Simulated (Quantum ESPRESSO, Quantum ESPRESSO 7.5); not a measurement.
# Rh: work function by face

Wanted: work functions of Rh face by face, under two functionals.

Method: plane-wave DFT, PBE, PseudoDojo norm-conserving pseudopotentials (geometry by pw.x at PBE, GBRV ultrasoft), in Quantum ESPRESSO 7.5.

The experiments to compare with:

For Rh (clean single-crystal faces), “Anisotropic work function of elemental crystals” (2019, arxiv:1902.07811) quotes earlier work: work function of (111) (clean (111) face) 5.46 eV; work function of (100) (clean (100) face) 5.3 eV; work function of (110) (clean (110) face) 4.86 eV.

**1. Set-up**

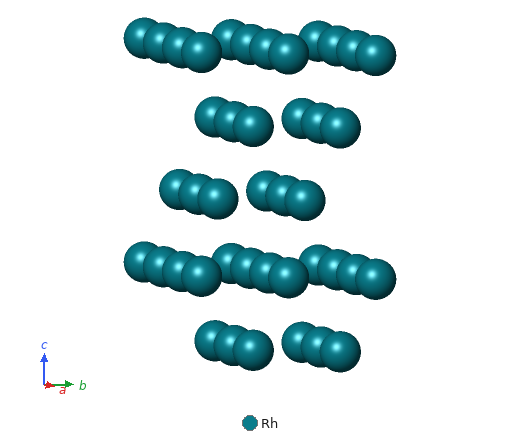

The starting structure, seen from the side, with the c axis up (rhodium blue). 3×2×1 cells are drawn. Some periodic images of atoms are drawn too.

The cell holds 5 atoms: 5 Rh. Cell: a = 2.687 Å, b = 2.687 Å, c = 24.776 Å, α = 90.0°, β = 90.0°, γ = 60.0°. It derives from Rh. Vacuum lies along c.

**2. Relaxation with pw.x of (111), PBE**

The free layers are relaxed; atoms flagged 0 0 0 stay at their bulk places.

File 111.relax.in:

```
&control
  prefix = '111.relax'
  outdir = './out'
  pseudo_dir = './pseudo'
  nstep = 40
  forc_conv_thr = 0.001
  calculation = 'relax'
/
&system
  ibrav = 0
  nat = 5
  ntyp = 1
  ecutwfc = 40
  ecutrho = 200
  occupations = 'smearing'
  smearing = 'mv'
  degauss = 0.02
/
&electrons
  conv_thr = 1e-07
  mixing_beta = 0.4
  electron_maxstep = 120
  mixing_mode = 'local-TF'
/
&ions
/
ATOMIC_SPECIES
  Rh  102.9055  rh_pbe_v1.4.uspp.F.UPF
CELL_PARAMETERS angstrom
  2.68700576850888 0.00000000000000 0.00000000000000
  1.34350288425444 2.32701525564402 0.00000000000000
  0.00000000000000 0.00000000000000 24.77572409168231
ATOMIC_POSITIONS crystal
  Rh  0.666666666700 0.666666666700 0.322896718191
  Rh  0.000000000000 0.000000000000 0.411448359095
  Rh  0.333333333300 0.333333333300 0.500000000000 0 0 0
  Rh  0.666666666700 0.666666666700 0.588551640905
  Rh  0.000000000000 0.000000000000 0.677103281809
K_POINTS automatic
  12 12 1 0 0 0
```

On the command line:

```console
OMP_NUM_THREADS=1 mpirun -n 4 pw.x -nk 4 -in 111.relax.in > 111.relax.out
```

The log of the run:

```text
Program PWSCF v.7.5 starts
[citation notice left out]

     Parallel version (MPI & OpenMP), running on       4 processor cores
     Number of MPI processes:                 4
     Threads/MPI process:                     1

     MPI processes distributed on     1 nodes
[...]
Current dimensions of program PWSCF are:
     Max number of different atomic species (ntypx) = 10
     Max number of k-points (npk) =  40000
     Max angular momentum in pseudopotentials (lmaxx) =  4
     Message from routine setup:
     using ibrav=0 with symmetry is DISCOURAGED, use correct ibrav instead

     K-points division:     npool     =       4
     Subspace diagonalization in iterative solution of the eigenvalue problem:
     a serial algorithm will be used

     G-vector sticks info
     --------------------
     sticks:   dense  smooth     PW     G-vecs:    dense   smooth      PW
     Sum         361     283     91                50119    35679    6739

     Using Slab Decomposition

     bravais-lattice index     =            0
     lattice parameter (alat)  =       5.0777  a.u.
     unit-cell volume          =    1045.4200 (a.u.)^3
     number of atoms/cell      =            5
     number of atomic types    =            1
     number of electrons       =        75.00
     number of Kohn-Sham states=           46
     kinetic-energy cutoff     =      40.0000  Ry
     charge density cutoff     =     200.0000  Ry
     scf convergence threshold =      1.0E-07
     mixing beta               =       0.4000
     number of iterations used =            8  local-TF  mixing
     energy convergence thresh.=      1.0E-04
     force convergence thresh. =      1.0E-03
     Exchange-correlation=  SLA  PW   PBX  PBC
                           (   1   4   3   4   0   0   0)
     nstep                     =           40

     celldm(1)=   5.077705  celldm(2)=   0.000000  celldm(3)=   0.000000
     celldm(4)=   0.000000  celldm(5)=   0.000000  celldm(6)=   0.000000

     crystal axes: (cart. coord. in units of alat)
               a(1) = (   1.000000   0.000000   0.000000 )
               a(2) = (   0.500000   0.866025   0.000000 )
               a(3) = (   0.000000   0.000000   9.220570 )

     reciprocal axes: (cart. coord. in units 2 pi/alat)
               b(1) = (  1.000000 -0.577350  0.000000 )
               b(2) = (  0.000000  1.154701  0.000000 )
               b(3) = (  0.000000  0.000000  0.108453 )

     PseudoPot. # 1 for Rh read from file:
     ./pseudo/rh_pbe_v1.4.uspp.F.UPF
     Pseudo is Ultrasoft + core correction, Zval = 15.0
     Generated by new atomic code, or converted to UPF format
     Using radial grid of  969 points,  7 beta functions with:
                l(1) =   0
                l(2) =   0
                l(3) =   1
                l(4) =   1
                l(5) =   2
                l(6) =   2
                l(7) =   2
     Q(r) pseudized with  8 coefficients,  rinner =    1.200   1.200   1.200
                                                       1.200   1.200

     atomic species   valence    mass     pseudopotential
     Rh               15.00   102.90550     Rh( 1.00)

     12 Sym. Ops., with inversion, found ( 6 have fractional translation)

   Cartesian axes

     site n.     atom                  positions (alat units)
         1        Rh     tau(   1) = (   1.0000000   0.5773503   2.9772917  )
         2        Rh     tau(   2) = (   0.0000000   0.0000000   3.7937883  )
         3        Rh     tau(   3) = (   0.5000000   0.2886751   4.6102849  )
         4        Rh     tau(   4) = (   1.0000000   0.5773503   5.4267815  )
         5        Rh     tau(   5) = (   0.0000000   0.0000000   6.2432780  )

     number of k points=    19  Marzari-Vanderbilt smearing, width (Ry)=  0.0200
                       cart. coord. in units 2pi/alat
        k(    1) = (   0.0000000   0.0000000   0.0000000), wk =   0.0138889
        k(    2) = (   0.0000000   0.0962250   0.0000000), wk =   0.0833333
        k(    3) = (   0.0000000   0.1924501   0.0000000), wk =   0.0833333
        k(    4) = (   0.0000000   0.2886751   0.0000000), wk =   0.0833333
        k(    5) = (   0.0000000   0.3849002   0.0000000), wk =   0.0833333
        k(    6) = (   0.0000000   0.4811252   0.0000000), wk =   0.0833333
        k(    7) = (   0.0000000  -0.5773503   0.0000000), wk =   0.0416667
        k(    8) = (   0.0833333   0.1443376   0.0000000), wk =   0.0833333
        k(    9) = (   0.0833333   0.2405626   0.0000000), wk =   0.1666667
        k(   10) = (   0.0833333   0.3367877   0.0000000), wk =   0.1666667
[...]
k(   19) = (   0.3333333  -0.5773503   0.0000000), wk =   0.0277778

     Dense  grid:    50119 G-vectors     FFT dimensions: (  24,  24, 216)

     Smooth grid:    35679 G-vectors     FFT dimensions: (  24,  24, 192)

     Estimated max dynamical RAM per process >     115.96 MB

     Estimated total dynamical RAM >     427.15 MB

     Initial potential from superposition of free atoms

     starting charge      72.4995, renormalised to      75.0000

     negative rho (up, down):  2.942E-01 0.000E+00
     Starting wfcs are   60 randomized atomic wfcs

     total cpu time spent up to now is        1.1 secs

     per-process dynamical memory:    52.9 Mb

     Self-consistent Calculation

     iteration #  1     ecut=    40.00 Ry     beta= 0.40
     Davidson diagonalization with overlap
     ethr =  1.00E-02,  avg # of iterations =  3.3

     negative rho (up, down):  3.026E-01 0.000E+00

     total cpu time spent up to now is        3.3 secs

     total energy              =    -856.03630563 Ry
     estimated scf accuracy    <       3.36640571 Ry

     iteration #  2     ecut=    40.00 Ry     beta= 0.40
[...]
negative rho (up, down):  3.152E-01 0.000E+00

[...]
total energy              =    -855.74077494 Ry
     estimated scf accuracy    <       0.94800833 Ry

     iteration #  3     ecut=    40.00 Ry     beta= 0.40
[...]
negative rho (up, down):  3.179E-01 0.000E+00

[...]
total energy              =    -855.88119849 Ry
     estimated scf accuracy    <       0.09775633 Ry

     iteration #  4     ecut=    40.00 Ry     beta= 0.40
[...]
negative rho (up, down):  3.183E-01 0.000E+00

[...]
total energy              =    -855.88627853 Ry
     estimated scf accuracy    <       0.02251013 Ry

     iteration #  5     ecut=    40.00 Ry     beta= 0.40
[...]
Davidson diagonalization with overlap
     ethr =  1.00E-06,  avg # of iterations =  5.0

     negative rho (up, down):  3.004E-01 0.000E+00

     total cpu time spent up to now is       34.7 secs

     total energy              =    -855.88609992 Ry
     estimated scf accuracy    <       0.00998522 Ry

[...]
iteration #  8     ecut=    40.00 Ry     beta= 0.40
[...]
negative rho (up, down):  3.004E-01 0.000E+00

[...]
End of self-consistent calculation

[...]
the Fermi energy is     6.6230 ev

!    total energy              =    -855.88641255 Ry
     estimated scf accuracy    <       0.00000005 Ry
     smearing contrib. (-TS)   =       0.00049328 Ry
     internal energy E=F+TS    =    -855.88690583 Ry

     The total energy is F=E-TS. E is the sum of the following terms:
     one-electron contribution =   -7944.55506851 Ry
     hartree contribution      =    4000.23543718 Ry
     xc contribution           =    -149.61476060 Ry
     ewald contribution        =    3238.04748609 Ry

     convergence has been achieved in   8 iterations

     negative rho (up, down):  3.004E-01 0.000E+00

     Forces acting on atoms (cartesian axes, Ry/au):

     atom    1 type  1   force =     0.00000000    0.00000000    0.00012764
     atom    2 type  1   force =    -0.00000000   -0.00000000   -0.00595413
     atom    3 type  1   force =     0.00000000    0.00000000    0.00000000
     atom    4 type  1   force =     0.00000000    0.00000000    0.00595413
     atom    5 type  1   force =    -0.00000000   -0.00000000   -0.00012764

     Total force =     0.008422     Total SCF correction =     0.000972
     SCF correction compared to forces is large: reduce conv_thr to get better values
     Energy error            =      1.3E-04 Ry
     Gradient error          =      6.0E-03 Ry/Bohr

     number of scf cycles    =   2
     number of bfgs steps    =   1

     energy             old  =    -855.8862806268 Ry
     energy             new  =    -855.8864125481 Ry

     CASE: energy            _new < energy            _old

     new trust radius        =       0.0096298003 bohr
     new conv_thr            =       0.0000000013 Ry

ATOMIC_POSITIONS (crystal)
Rh               0.6666666667        0.6666666667        0.3229373740
Rh              -0.0000000000        0.0000000000        0.4110556973
Rh               0.3333333333        0.3333333333        0.5000000000    0   0   0
Rh               0.6666666667        0.6666666667        0.5889443027
Rh               0.0000000000       -0.0000000000        0.6770626260

[...]
NEW-OLD atomic charge density approx. for the potential

     negative rho (up, down):  3.015E-01 0.000E+00

     total cpu time spent up to now is       47.6 secs

     per-process dynamical memory:    59.0 Mb

     Self-consistent Calculation

     iteration #  1     ecut=    40.00 Ry     beta= 0.40
     Davidson diagonalization with overlap
     ethr =  1.00E-06,  avg # of iterations =  5.0

     negative rho (up, down):  3.016E-01 0.000E+00

     total cpu time spent up to now is       50.7 secs

     total energy              =    -855.88617311 Ry
     estimated scf accuracy    <       0.01059533 Ry

[...]
iteration # 11     ecut=    40.00 Ry     beta= 0.40
[...]
negative rho (up, down):  3.016E-01 0.000E+00

[...]
End of self-consistent calculation

[...]
the Fermi energy is     6.6227 ev

!    total energy              =    -855.88649890 Ry
     estimated scf accuracy    <          1.3E-09 Ry
     smearing contrib. (-TS)   =       0.00050253 Ry
     internal energy E=F+TS    =    -855.88700143 Ry

     The total energy is F=E-TS. E is the sum of the following terms:
     one-electron contribution =   -7939.45613786 Ry
     hartree contribution      =    3997.68932830 Ry
     xc contribution           =    -149.61457335 Ry
     ewald contribution        =    3235.49438148 Ry

     convergence has been achieved in  11 iterations

     negative rho (up, down):  3.016E-01 0.000E+00

     Forces acting on atoms (cartesian axes, Ry/au):

     atom    1 type  1   force =     0.00000000    0.00000000   -0.00124701
     atom    2 type  1   force =     0.00000000    0.00000000   -0.00304882
     atom    3 type  1   force =     0.00000000   -0.00000000    0.00000000
     atom    4 type  1   force =     0.00000000    0.00000000    0.00304882
     atom    5 type  1   force =     0.00000000    0.00000000    0.00124701

     Total force =     0.004658     Total SCF correction =     0.000067
     Energy error            =      8.6E-05 Ry
     Gradient error          =      3.0E-03 Ry/Bohr

     number of scf cycles    =   3
     number of bfgs steps    =   2

     energy             old  =    -855.8864125481 Ry
     energy             new  =    -855.8864988989 Ry

     CASE: energy            _new < energy            _old

     new trust radius        =       0.0110277044 bohr
     new conv_thr            =       0.0000000010 Ry

ATOMIC_POSITIONS (crystal)
Rh               0.6666666667        0.6666666667        0.3228902809
Rh              -0.0000000000        0.0000000000        0.4108201599
Rh               0.3333333333        0.3333333333        0.5000000000    0   0   0
Rh               0.6666666667        0.6666666667        0.5891798401
Rh               0.0000000000       -0.0000000000        0.6771097191

[...]
NEW-OLD atomic charge density approx. for the potential

     negative rho (up, down):  3.035E-01 0.000E+00

     total cpu time spent up to now is       69.1 secs

     per-process dynamical memory:    59.0 Mb

[...]
!    total energy              =    -855.88654151 Ry
[...]
Total force =     0.003476     Total SCF correction =     0.000012
[...]
number of bfgs steps    =   3
[...]
energy             new  =    -855.8865415144 Ry
[...]
new trust radius        =       0.0034457944 bohr
[...]
!    total energy              =    -855.88655589 Ry
[...]
Total force =     0.003504     Total SCF correction =     0.000061
[...]
number of bfgs steps    =   4
[...]
energy             new  =    -855.8865558945 Ry
[...]
new trust radius        =       0.0037903738 bohr
[...]
!    total energy              =    -855.88657049 Ry
[...]
Total force =     0.003211     Total SCF correction =     0.000144
[...]
number of bfgs steps    =   5
[...]
energy             new  =    -855.8865704936 Ry
[...]
new trust radius        =       0.0056855607 bohr
[...]
!    total energy              =    -855.88658844 Ry
[...]
Total force =     0.002503     Total SCF correction =     0.000074
[...]
number of bfgs steps    =   6
[...]
energy             new  =    -855.8865884397 Ry
[...]
new trust radius        =       0.0085283411 bohr
[...]
Self-consistent Calculation

     iteration #  1     ecut=    40.00 Ry     beta= 0.40
     Davidson diagonalization with overlap
     ethr =  1.00E-06,  avg # of iterations =  5.3

     negative rho (up, down):  3.068E-01 0.000E+00

     total cpu time spent up to now is      162.0 secs

     total energy              =    -855.88616216 Ry
     estimated scf accuracy    <       0.01513401 Ry

[...]
iteration #  9     ecut=    40.00 Ry     beta= 0.40
[...]
negative rho (up, down):  3.067E-01 0.000E+00

[...]
total energy              =    -855
[key lines of the parts left out:]
the Fermi energy is     6.6222 ev
convergence has been achieved in  12 iterations
```

Elapsed: 3 min, on 4 MPI ranks of Arm Neoverse V2, shared host; peak memory 0.58 GiB.

Relaxation path:

| step | energy less that of the first step (eV) | largest force (eV/Å) |
| --- | --- | --- |
| 1 | 0.0000 | 0.2251 |
| 2 | -0.0018 | 0.1531 |
| 3 | -0.0030 | 0.0784 |
| 4 | -0.0035 | 0.0632 |
| 5 | -0.0037 | 0.0625 |
| 6 | -0.0039 | 0.0559 |
| 7 | -0.0042 | 0.0421 |
| 8 | -0.0044 | 0.0187 |

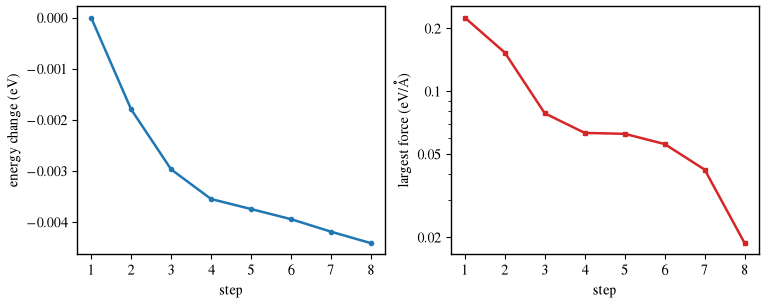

Energy and largest force along the relaxation.

The atoms that moved most (Å):

| atom | dx | dy | dz | length |
| --- | --- | --- | --- | --- |
| Rh4 | 0.000 | 0.000 | 0.022 | 0.022 |
| Rh2 | 0.000 | 0.000 | -0.022 | 0.022 |
| Rh1 | 0.000 | 0.000 | -0.011 | 0.011 |
| Rh5 | 0.000 | 0.000 | 0.011 | 0.011 |

 On the free atoms the largest force ends at 0.019 eV/Å.

This step gave:

* free energy: -11644.9305 eV
* Fermi energy: 6.621 eV

(Part 1 of 6 ends here.)

[Logs are printed without paths, hosts, clocks, repeated set-up lines and the standing remarks that a program may print on its own settings, such as how far it seeks lower states.]

[Hosts, paths, dates, database ids (printed as entryN), source tags and the programs' standing remarks are cut or masked in the printed files.]

[Maps of the electrostatic potential energy from Ansatz leave out the sawtooth potential of an applied field or a dipole correction, so their vacuum need not be flat; planar profiles and work functions include it.]
